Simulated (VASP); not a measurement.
Band structure of Be2C (antifluorite). Level of theory: PBE GGA with D4 dispersion, VASP's PBE PAW potentials (set 64) (plane waves; VASP).

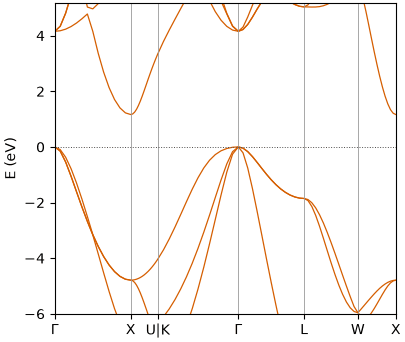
Bands along high-symmetry lines, zero at the valence-band maximum or, without a gap, the Fermi level

Task: Read the plot: is there a gap, and where are the band edges?

Result: The gap is indirect, 1.16 eV, from the valence maximum at Γ to the conduction minimum at X. (Edges off the drawn lines would not show.)

The compound is Be2C in the antifluorite structure. It was relaxed first.
